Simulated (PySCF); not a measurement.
## Electronic structure of C₅H₁₀OSi (SMILES O=C[SiH2]C1CCC1) in real space

```
atom    x (Å)    y (Å)    z (Å)
   O   3.3746  -1.2050   0.1144
   C   2.8255  -0.2261   0.5519
  Si   1.3705   0.6738  -0.3169
   C  -0.1813   0.3638   0.7383
   C  -0.7484  -1.0701   0.6579
   C  -1.8771  -0.5545  -0.2435
   C  -1.4878   0.8865   0.1074
   H   3.1702   0.1905   1.5257
   H   1.6888   2.1065  -0.3253
   H   1.2261   0.1321  -1.6666
   H  -0.0244   0.7137   1.7618
   H  -0.0993  -1.8274   0.2214
   H  -1.1078  -1.4346   1.6192
   H  -1.7161  -0.7883  -1.2940
   H  -2.8851  -0.8567   0.0338
   H  -1.3775   1.5682  -0.7339
   H  -2.1580   1.3397   0.8363
```

Geometry: GFN2-xTB.

Theory: B3LYP/def2-SVPD, SCF density, gas phase (PySCF 2.14.0).

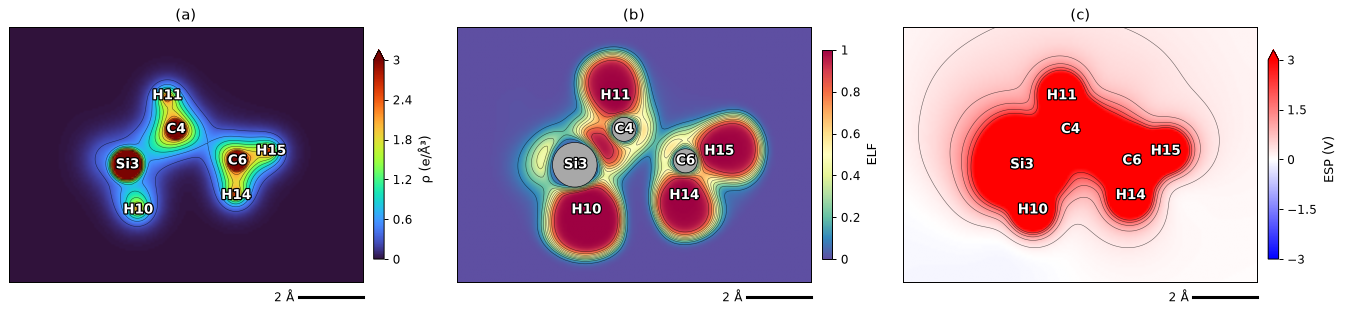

Figure 1. (a) electron density; (b) ELF; (c) electrostatic potential on the plane of atoms H14, C6 and H15. Grey discs cover the atomic cores in the ELF map.

**Describe what can be read from this map.**

- Atoms in the plane: Si, C and H.
- C–Si (1.90 Å): the density is about 0.93 e/Å³ at the midpoint; the ELF peaks at about 0.95 between the atoms (a shared electron pair).
- C–H (1.09 Å): the density is about 2 e/Å³ at the midpoint; the ELF climbs to about 1 towards the hydrogen, as it does in any bond to H (an ordinary covalent bond to hydrogen).
- Si–H (1.46 Å): the density is about 0.79 e/Å³ at the midpoint; the ELF climbs to about 1 towards the hydrogen.
- The potential has no marked negative region in this plane.

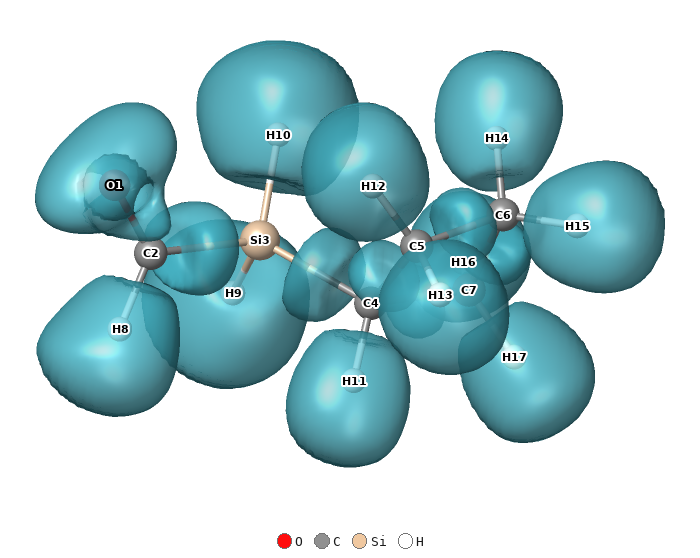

Figure 2. Isosurface of the electron localisation function at 0.75 (cyan), seen from one side. Core shells and regions of very low density are left out.

**Where are the electrons localised?**

The surface consists of four regions between bonded C–C atoms (shared pairs), two regions between bonded C–Si atoms (shared pairs), ten regions around hydrogen nuclei and one region on O in which the atom's valence shell and bonds are merged. Along the contacts the grid gives the following. C–O (1.20 Å): the ELF peaks at about 0.85 between the atoms; a multiple bond. C–C (1.53 Å): the ELF peaks at about 0.95 between the atoms; localised, covalent bonding.

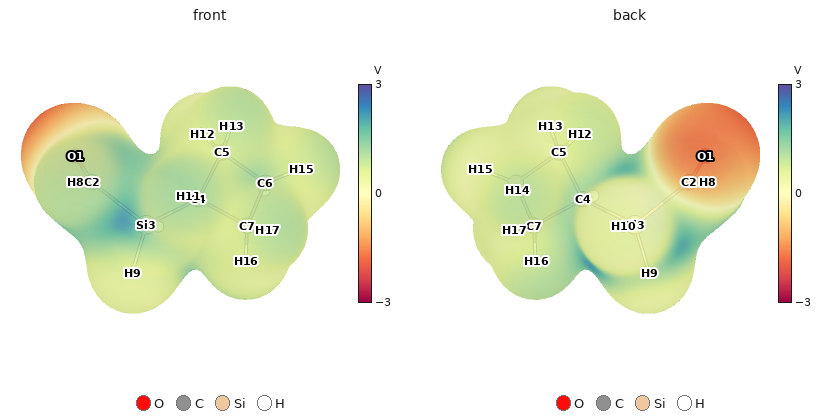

Figure 3. The molecular electrostatic potential painted on the density surface at 0.004 e/bohr³, seen from the front and from behind; red is negative and blue positive.

**Which sites attract a positive test charge, and which a negative one?**

A positive charge is drawn to the negative regions and a negative charge to the positive ones. The most negative region (about −1.8 V) lies over O1, the most positive (about +2.1 V) over Si3. O1 is the likeliest acceptor of a hydrogen bond.

**How polar is the molecule by this calculation?**

Its dipole moment is 2.99 D.
